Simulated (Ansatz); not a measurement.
Computed with PBE (plane waves to 420 eV, PAW; Ansatz, a quantum-chemistry and plane-wave program).

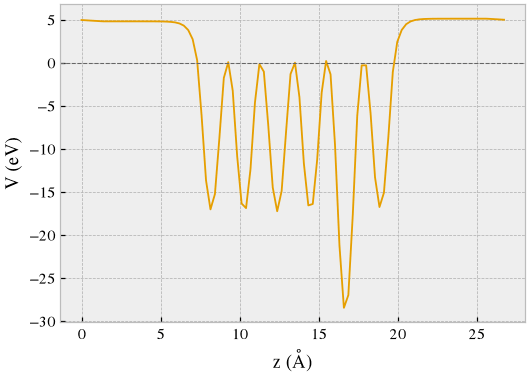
Figure: Plane-averaged electrostatic potential energy along the normal, in eV from the Fermi level, for a constructed model of the (111) surface of fcc Cu, a layer of Rh in place of the second plane (bottom of the slab: a bare face, its two planes held)

Slab: 6 atoms, 10.6 Å thick at the start with caps and adatoms (thin: gaps and levels are the slab's own); k 17x17x1, smearing 0.1 eV, dipole-corrected; 2 atoms held, the rest relaxed; symmetry of the start imposed; no spin, no spin-orbit, no U. In PBE it lies 0.06 eV a 1x1 cell over the lowest computed structure of the same composition (a layer of Rh in place of the third plane).

The vacuum level lies 5.10 eV above the Fermi level over the top face and 4.79 eV above it under the bottom face.
